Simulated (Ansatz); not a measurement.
**Geometry relaxation of WH7ClO6 (part 1 of 2)**

- system: WH7ClO6
- method: RKS PBE/def2-SVP (Ansatz 0.2.0)

It belongs to a series of runs on one base structure; here: end point B relaxed. Figures and captions count atoms from 1; the log counts them from 0 in places.

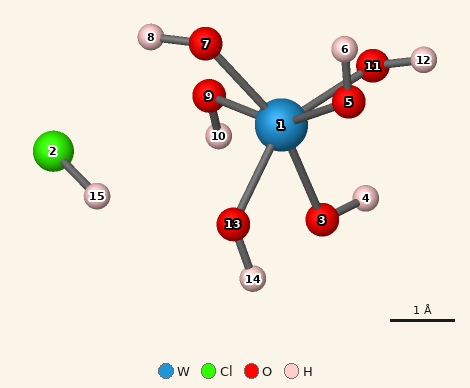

Figure 1. The input geometry (ball-and-stick view, seen at a tilt; atoms are numbered from 1 in the order of the input). Sticks mark near contacts.

### The input
```yaml
crystal:
  periodic: [false, false, false]
  atoms:
    - { symbol: W, position_ang: [0.333574, 0.333648, -0.131153] }
    - { symbol: Cl, position_ang: [-0.48473, -0.285413, 3.336481] }
    - { symbol: O, position_ang: [2.177275, -0.362706, -0.353293] }
    - { symbol: H, position_ang: [2.235874, -0.852703, -1.198083] }
    - { symbol: O, position_ang: [-0.024925, 2.017886, -0.995103] }
    - { symbol: H, position_ang: [-0.923922, 2.358242, -1.157156] }
    - { symbol: O, position_ang: [-1.411174, 0.603656, 0.618941] }
    - { symbol: H, position_ang: [-1.677709, -0.053472, 1.299795] }
    - { symbol: O, position_ang: [-0.100877, -1.443221, 0.512796] }
    - { symbol: H, position_ang: [0.698741, -2.008071, 0.492207] }
    - { symbol: O, position_ang: [0.166732, -0.386402, -1.938484] }
    - { symbol: H, position_ang: [0.21232, 0.309621, -2.621558] }
    - { symbol: O, position_ang: [1.323726, 1.232507, 1.266621] }
    - { symbol: H, position_ang: [2.291139, 1.089691, 1.239594] }
    - { symbol: H, position_ang: [0.172854, 0.857336, 3.104595] }
basis:
  gaussian: { orbitals: def2-SVP }
hamiltonian:
  xc: pbe
relax:
  f_tol: 0.03
  max_steps: 50
```

Machine: 4 threads of Intel Xeon (Granite Rapids), 32 GiB of memory available, shared host.

Command:
```bash
ansatz run input.yaml --threads 4 --pin off --max-ram 5120MiB --backend cpu --events-out ev --progress --plain --runs-dir out
```

### The program's output
```
The last accepted step is kept in [file] (removed where the run ends without a failure and the disk answers)
Engine: ansatz 0.2.0, x86_64-unknown-linux-gnu
Functional definition: PBE
  parameter kappa = 0.804
  parameter beta = 0.06672455060314922
  exchange = pbe_x(kappa = kappa, mu = beta*pi^2/3)
  correlation = pbe_c(beta = beta)
1766 factors; their error is unknown
mean field evaluation 1: about -26687.4674 eV, gradient 1.3e2 eV
mean field evaluation 2: about -26405.9225 eV, gradient 3.6e2 eV
mean field evaluation 4: about -26715.9887 eV, gradient 4.8e1 eV
mean field evaluation 8: about -26720.3387 eV, gradient 1.0e0 eV
mean field evaluation 16: about -26720.2705 eV, gradient 1.2e-2 eV
mean field -26720.27054569 eV, -981.9518309043 hartree, gradient 1.7e-5 eV, S^2 0.000000; 0 other end points of the search recorded, 0 dependent functions left out
the calculation of the forces begins
reference -26720.27062072 eV, -981.9518336615 hartree; 43, 43 occupied and 126, 126 virtual orbitals, 1766 factors
relax step   1: F+E_penalty+E_count = -26720.27054569 eV  Δ(F+E_penalty+E_count) = +0.000e0 eV  max|allowed force component| = 8.245e-1 eV/Å  Δτ_max = 0.0000 Å  (35 SCF iters, accepted)
these checks for a lower state are left out or cut short: starts, cluster_reference, orbital_swaps, neighbouring_geometries, increment
1766 factors; their error is unknown
mean field -26720.40524931 eV, -981.9567811710 hartree, gradient 2.1e-5 eV, S^2 0.000000; 0 other end points of the search recorded, 0 dependent functions left out
[... from here on the field's lines of each further geometry are left out, up to the last ...]
relax step   2: F+E_penalty+E_count = -26720.40524931 eV  Δ(F+E_penalty+E_count) = -1.347e-1 eV  max|allowed force component| = 8.598e-1 eV/Å  Δτ_max = 0.1950 Å  (33 SCF iters, accepted)
relax step   3: F+E_penalty+E_count = -26720.43415589 eV  Δ(F+E_penalty+E_count) = -2.891e-2 eV  max|allowed force component| = 1.199e0 eV/Å  Δτ_max = 0.1916 Å  (39 SCF iters, accepted)
relax step   4: F+E_penalty+E_count = -26720.51829723 eV  Δ(F+E_penalty+E_count) = -8.414e-2 eV  max|allowed force component| = 5.931e-1 eV/Å  Δτ_max = 0.1188 Å  (34 SCF iters, accepted)
relax step   5: F+E_penalty+E_count = -26720.57742067 eV  Δ(F+E_penalty+E_count) = -5.912e-2 eV  max|allowed force component| = 2.200e-1 eV/Å  Δτ_max = 0.1442 Å  (35 SCF iters, accepted)
relax step   6: F+E_penalty+E_count = -26720.60456042 eV  Δ(F+E_penalty+E_count) = -2.714e-2 eV  max|allowed force component| = 3.020e-1 eV/Å  Δτ_max = 0.2000 Å  (38 SCF iters, accepted)
relax step   7: F+E_penalty+E_count = -26720.62424572 eV  Δ(F+E_penalty+E_count) = -1.969e-2 eV  max|allowed force component| = 7.357e-1 eV/Å  Δτ_max = 0.1403 Å  (34 SCF iters, accepted)
relax step   8: F+E_penalty+E_count = -26720.65204261 eV  Δ(F+E_penalty+E_count) = -2.780e-2 eV  max|allowed force component| = 3.836e-1 eV/Å  Δτ_max = 0.0557 Å  (35 SCF iters, accepted)
relax step   9: F+E_penalty+E_count = -26720.67811432 eV  Δ(F+E_penalty+E_count) = -2.607e-2 eV  max|allowed force component| = 2.263e-1 eV/Å  Δτ_max = 0.0983 Å  (39 SCF iters, accepted)
relax step  10: F+E_penalty+E_count = -26720.68494774 eV  Δ(F+E_penalty+E_count) = -6.833e-3 eV  max|allowed force component| = 8.370e-1 eV/Å  Δτ_max = 0.1534 Å  (39 SCF iters, accepted)
relax step  11: F+E_penalty+E_count = -26720.71263539 eV  Δ(F+E_penalty+E_count) = -2.769e-2 eV  max|allowed force component| = 3.025e-1 eV/Å  Δτ_max = 0.0422 Å  (35 SCF iters, accepted)
relax step  12: F+E_penalty+E_count = -26720.72975787 eV  Δ(F+E_penalty+E_count) = -1.712e-2 eV  max|allowed force component| = 2.679e-1 eV/Å  Δτ_max = 0.1999 Å  (40 SCF iters, accepted)
relax step  13: F+E_penalty+E_count = -26720.74675241 eV  Δ(F+E_penalty+E_count) = -1.699e-2 eV  max|allowed force component| = 4.745e-1 eV/Å  Δτ_max = 0.1042 Å  (35 SCF iters, accepted)
relax step  14: F+E_penalty+E_count = -26720.75533693 eV  Δ(F+E_penalty+E_count) = -8.585e-3 eV  max|allowed force component| = 4.442e-1 eV/Å  Δτ_max = 0.0661 Å  (34 SCF iters, accepted)
relax step  15: F+E_penalty+E_count = -26720.76404618 eV  Δ(F+E_penalty+E_count) = -8.709e-3 eV  max|allowed force component| = 2.845e-1 eV/Å  Δτ_max = 0.2000 Å  (38 SCF iters, accepted)
relax step  16: F+E_penalty+E_count = -26720.76111592 eV  Δ(F+E_penalty+E_count) = +2.930e-3 eV  max|allowed force component| = 2.929e-1 eV/Å  Δτ_max = 0.1552 Å  (40 SCF iters, rejected (line search))
relax step  17: F+E_penalty+E_count = -26720.77096366 eV  Δ(F+E_penalty+E_count) = -6.917e-3 eV  max|allowed force component| = 6.716e-2 eV/Å  Δτ_max = 0.0756 Å  (35 SCF iters, accepted)
relax step  18: F+E_penalty+E_count = -26720.77233669 eV  Δ(F+E_penalty+E_count) = -1.373e-3 eV  max|allowed force component| = 7.696e-2 eV/Å  Δτ_max = 0.0616 Å  (34 SCF iters, accepted)
relax step  19: F+E_penalty+E_count = -26720.77340739 eV  Δ(F+E_penalty+E_count) = -1.071e-3 eV  max|allowed force component| = 5.623e-2 eV/Å  Δτ_max = 0.0287 Å  (33 SCF iters, accepted)
relax step  20: F+E_penalty+E_count = -26720.77463139 eV  Δ(F+E_penalty+E_count) = -1.224e-3 eV  max|allowed force component| = 6.265e-2 eV/Å  Δτ_max = 0.0506 Å  (33 SCF iters, accepted)
relax step  21: F+E_penalty+E_count = -26720.77544268 eV  Δ(F+E_penalty+E_count) = -8.113e-4 eV  max|allowed force component| = 1.151e-1 eV/Å  Δτ_max = 0.0451 Å  (34 SCF iters, accepted)
relax step  22: F+E_penalty+E_count = -26720.77652614 eV  Δ(F+E_penalty+E_count) = -1.083e-3 eV  max|allowed force component| = 2.039e-1 eV/Å  Δτ_max = 0.0485 Å  (34 SCF iters, accepted)
relax step  23: F+E_penalty+E_count = -26720.77781459 eV  Δ(F+E_penalty+E_count) = -1.288e-3 eV  max|allowed force component| = 3.503e-1 eV/Å  Δτ_max = 0.0527 Å  (35 SCF iters, accepted)
relax step  24: F+E_penalty+E_count = -26720.77996800 eV  Δ(F+E_penalty+E_count) = -2.153e-3 eV  max|allowed force component| = 4.451e-1 eV/Å  Δτ_max = 0.0501 Å  (34 SCF iters, accepted)
relax step  25: F+E_penalty+E_count = -26720.77999285 eV  Δ(F+E_penalty+E_count) = -2.485e-5 eV  max|allowed force component| = 1.047e0 eV/Å  Δτ_max = 0.1188 Å  (37 SCF iters, accepted)
relax step  26: F+E_penalty+E_count = -26720.83021362 eV  Δ(F+E_penalty+E_count) = -5.022e-2 eV  max|allowed force component| = 7.264e-1 eV/Å  Δτ_max = 0.2000 Å  (39 SCF iters, accepted)
relax step  27: F+E_penalty+E_count = -26720.84268225 eV  Δ(F+E_penalty+E_count) = -1.247e-2 eV  max|allowed force component| = 8.313e-1 eV/Å  Δτ_max = 0.2000 Å  (39 SCF iters, accepted)
relax step  28: F+E_penalty+E_count = -26720.81556751 eV  Δ(F+E_penalty+E_count) = +2.711e-2 eV  max|allowed force component| = 1.631e0 eV/Å  Δτ_max = 0.1924 Å  (38 SCF iters, rejected (line search))
relax step  29: F+E_penalty+E_count = -26720.87986076 eV  Δ(F+E_penalty+E_count) = -3.718e-2 eV  max|allowed force component| = 3.530e-1 eV/Å  Δτ_max = 0.0962 Å  (40 SCF iters, accepted)
relax step  30: F+E_penalty+E_count = -26720.86307793 eV  Δ(F+E_penalty+E_count) = +1.678e-2 eV  max|allowed force component| = 6.076e-1 eV/Å  Δτ_max = 0.0999 Å  (41 SCF iters, rejected (line search))
relax step  31: F+E_penalty+E_count = -26720.89803935 eV  Δ(F+E_penalty+E_count) = -1.818e-2 eV  max|allowed force component| = 7.967e-2 eV/Å  Δτ_max = 0.0499 Å  (35 SCF iters, accepted)
relax step  32: F+E_penalty+E_count = -26720.89813717 eV  Δ(F+E_penalty+E_count) = -9.782e-5 eV  max|allowed force component| = 1.318e-1 eV/Å  Δτ_max = 0.0389 Å  (33 SCF iters, accepted)
relax step  33: F+E_penalty+E_count = -26720.90052841 eV  Δ(F+E_penalty+E_count) = -2.391e-3 eV  max|allowed force component| = 5.907e-2 eV/Å  Δτ_max = 0.0136 Å  (34 SCF iters, accepted)
relax step  34: F+E_penalty+E_count = -26720.90136445 eV  Δ(F+E_penalty+E_count) = -8.360e-4 eV  max|allowed force component| = 4.846e-2 eV/Å  Δτ_max = 0.0094 Å  (34 SCF iters, accepted)
relax step  35: F+E_penalty+E_count = -26720.90395033 eV  Δ(F+E_penalty+E_count) = -2.586e-3 eV  max|allowed force component| = 1.048e-1 eV/Å  Δτ_max = 0.0658 Å  (35 SCF iters, accepted)
relax step  36: F+E_penalty+E_count = -26720.90499420 eV  Δ(F+E_penalty+E_count) = -1.044e-3 eV  max|allowed force component| = 2.009e-1 eV/Å  Δτ_max = 0.0417 Å  (35 SCF iters, accepted)
relax step  37: F+E_penalty+E_count = -26720.90878939 eV  Δ(F+E_penalty+E_count) = -3.795e-3 eV  max|allowed force component| = 1.276e-1 eV/Å  Δτ_max = 0.0601 Å  (35 SCF iters, accepted)
relax step  38: F+E_penalty+E_count = -26720.89309836 eV  Δ(F+E_penalty+E_count) = +1.569e-2 eV  max|allowed force component| = 1.059e0 eV/Å  Δτ_max = 0.1498 Å  (40 SCF iters, rejected (line search))
relax step  39: F+E_penalty+E_count = -26720.91780442 eV  Δ(F+E_penalty+E_count) = -9.015e-3 eV  max|allowed force component| = 2.782e-1 eV/Å  Δτ_max = 0.0748 Å  (36 SCF iters, accepted)
relax step  40: F+E_penalty+E_count = -26720.92170950 eV  Δ(F+E_penalty+E_count) = -3.905e-3 eV  max|allowed force component| = 5.919e-1 eV/Å  Δτ_max = 0.0973 Å  (41 SCF iters, accepted)
relax step  41: F+E_penalty+E_count = -26720.91883651 eV  Δ(F+E_penalty+E_count) = +2.873e-3 eV  max|allowed force component| = 5.786e-1 eV/Å  Δτ_max = 0.1500 Å  (38 SCF iters, rejected (line search))
relax step  42: F+E_penalty+E_count = -26720.94256472 eV  Δ(F+E_penalty+E_count) = -2.086e-2 eV  max|allowed force component| = 3.489e-1 eV/Å  Δτ_max = 0.0726 Å  (41 SCF iters, accepted)
relax step  43: F+E_penalty+E_count = -26720.94681849 eV  Δ(F+E_penalty+E_count) = -4.254e-3 eV  max|allowed force component| = 3.318e-1 eV/Å  Δτ_max = 0.0734 Å  (36 SCF iters, accepted)
relax step  44: F+E_penalty+E_count = -26720.95116523 eV  Δ(F+E_penalty+E_count) = -4.347e-3 eV  max|allowed force component| = 9.549e-2 eV/Å  Δτ_max = 0.0259 Å  (35 SCF iters, accepted)
relax step  45: F+E_penalty+E_count = -26720.95177911 eV  Δ(F+E_penalty+E_count) = -6.139e-4 eV  max|allowed force component| = 1.470e-1 eV/Å  Δτ_max = 0.0210 Å  (35 SCF iters, accepted)
relax step  46: F+E_penalty+E_count = -26720.95394699 eV  Δ(F+E_penalty+E_count) = -2.168e-3 eV  max|allowed force component| = 4.143e-2 eV/Å  Δτ_max = 0.0271 Å  (35 SCF iters, accepted)
relax step  47: F+E_penalty+E_count = -26720.95490803 eV  Δ(F+E_penalty+E_count) = -9.610e-4 eV  max|allowed force component| = 6.792e-2 eV/Å  Δτ_max = 0.0298 Å  (36 SCF iters, accepted)
the calculation of the forces begins
reference -26720.95534506 eV, -981.9769968170 hartree; 43, 43 occupied and 126, 126 virtual orbitals, 1766 factors
relax step  48: F+E_penalty+E_count = -26720.95527239 eV  Δ(F+E_penalty+E_count) = -3.644e-4 eV  max|allowed force component| = 2.006e-2 eV/Å  Δτ_max = 0.0081 Å  (35 SCF iters, accepted)
1766 factors; their error is unknown
mean field evaluation 384: about -26721.0249 eV, gradient 1.5e-1 eV
```

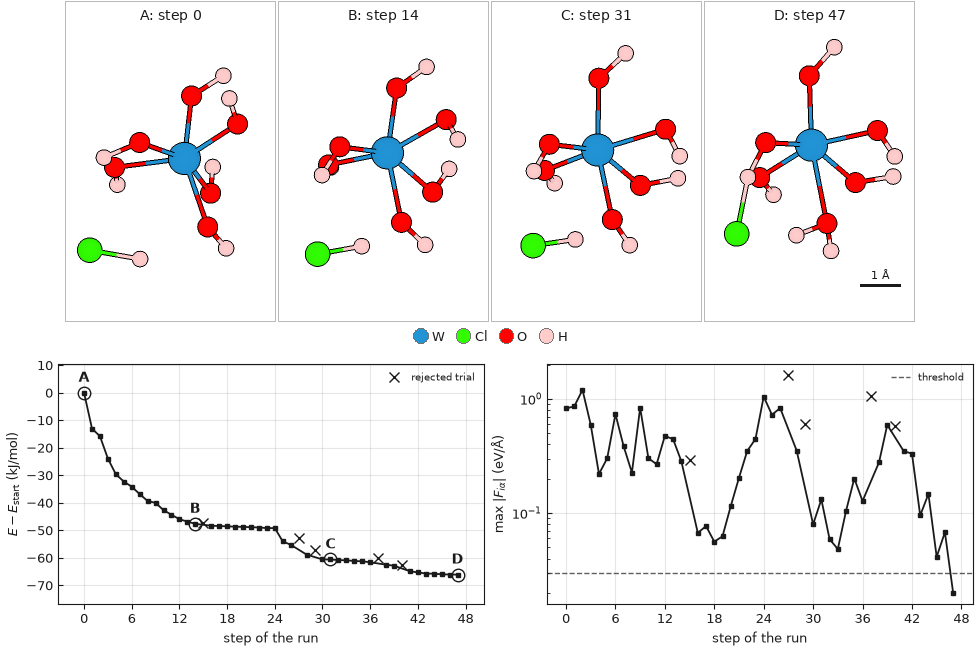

Figure 2. Frames of the relaxation (ball-and-stick view, seen at a tilt) above the curves, on which the letters mark them (the first geometry is step 0 here and step 1 in the log).

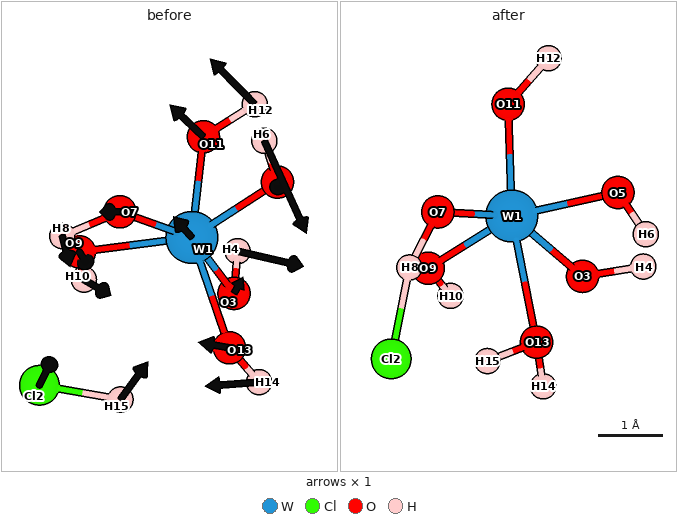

Figure 3. Before (left) and after (right) the relaxation, at one scale (ball-and-stick view, seen at a tilt). The black arrows give the displacements, at true length. The atom that moves furthest after the best rigid fit is H6 (1.70 Å). By element the largest moves are H 1.70 Å, Cl 1.15 Å, O 0.78 Å, W 0.51 Å. Among the contacts that change: O13–H15 2.201 → 1.048 Å, Cl2–H8 2.372 → 1.606 Å, Cl2–H15 1.339 → 1.852 Å, W1–O13 1.934 → 2.242 Å. New bonds form: O13–H15 (2.20 → 1.05 Å). Bonds break: Cl2–H15 (1.34 → 1.85 Å). Among the angles that change: O3–W1–O5 115.4° → 85.4°, O3–W1–O11 81.2° → 102.8°, O5–W1–O7 83.3° → 101.4°. The energy falls by 66.1 kJ/mol in 47 geometry steps. The largest force component goes from 0.82 to 0.02 eV/Å. The line search rejected the trial steps at points 15, 27, 29, 37, 40 (counted from 0) and went back. (Atoms are counted from 1 in the order of the input.)

```
mean field -26720.95527239 eV, -981.9769941463 hartree, gradient 2.2e-5 eV, S^2 0.000000; 1 other end points of the search recorded, 0 dependent functions left out
the calculation of the forces begins
reference -26720.95534506 eV, -981.9769968170 hartree; 43, 43 occupied and 126, 126 virtual orbitals, 1766 factors
Total energy: -26720.95534506 eV, -981.9769968170 hartree
Atom 0 at     0.082530    -0.037249    -0.367400 Å, force     0.001319     0.015650    -0.005284 eV/Å
Atom 1 at    -1.168485     0.640626     3.350476 Å, force    -0.001715     0.000660     0.005785 eV/Å
Atom 2 at     2.043884    -0.293616    -0.638142 Å, force    -0.002513     0.003447     0.006709 eV/Å
Atom 3 at     2.446270     0.455816    -1.118053 Å, force     0.005219    -0.002676    -0.001064 eV/Å
Atom 4 at     0.380322     1.744851    -1.026834 Å, force    -0.002838    -0.006928     0.014950 eV/Å
Atom 5 at     0.717857     2.458952    -0.454373 Å, force     0.002420     0.004664    -0.009454 eV/Å
Atom 6 at    -1.396498     0.197748     0.645796 Å, force     0.001553    -0.010011    -0.000204 eV/Å
Atom 7 at    -1.492510     0.358222     1.802958 Å, force    -0.007993     0.002837     0.002311 eV/Å
Atom 8 at     0.390966    -1.752319     0.406984 Å, force    -0.005992    -0.011165     0.005142 eV/Å
Atom 9 at     1.293229    -2.112370     0.276294 Å, force     0.004435     0.007647    -0.007890 eV/Å
Atom 10 at    -0.636466    -0.545944    -2.023860 Å, force    -0.004803    -0.007271     0.015750 eV/Å
Atom 11 at    -0.773423     0.005681    -2.814865 Å, force     0.004283     0.007452    -0.012657 eV/Å
Atom 12 at     0.963834     0.925794     1.455013 Å, force     0.010162    -0.015233    -0.001879 eV/Å
Atom 13 at     1.805458     0.489921     1.692525 Å, force     0.016518    -0.000447    -0.009594 eV/Å
Atom 14 at     0.331930     0.874484     2.289679 Å, force    -0.020056     0.011375    -0.002620 eV/Å
Dipole moment:     0.877781     0.279249    -0.858585 e Å
```

### Trajectory as extended XYZ (Å, eV, eV/Å), 15 of the 48 frames kept, from step=1 to step=48
```
15
Properties=species:S:1:pos:R:3:forces:R:3 step=1 energy=-26720.27055
W     0.3336    0.3336   -0.1312    0.2360   0.1712  -0.6235
Cl   -0.4847   -0.2854    3.3365    0.3268   0.7227   0.6019
O     2.1773   -0.3627   -0.3533   -0.0230   0.0284  -0.0105
H     2.2359   -0.8527   -1.1981    0.0096  -0.0123   0.0078
O    -0.0249    2.0179   -0.9951   -0.0132  -0.0059  -0.0060
H    -0.9239    2.3582   -1.1572    0.0175   0.0044  -0.0010
O    -1.4112    0.6037    0.6189   -0.0004  -0.0146  -0.0118
H    -1.6777   -0.0535    1.2998    0.0064   0.0299  -0.0119
O    -0.1009   -1.4432    0.5128    0.0546   0.0210  -0.0123
H     0.6987   -2.0081    0.4922   -0.0324  -0.0032  -0.0019
O     0.1667   -0.3864   -1.9385   -0.0042  -0.0075   0.0045
H     0.2123    0.3096   -2.6216    0.0015   0.0059  -0.0049
O     1.3237    1.2325    1.2666   -0.2112  -0.1172   0.1478
H     2.2911    1.0897    1.2396   -0.0111   0.0017  -0.0143
H     0.1729    0.8573    3.1046   -0.3569  -0.8245  -0.0639
```
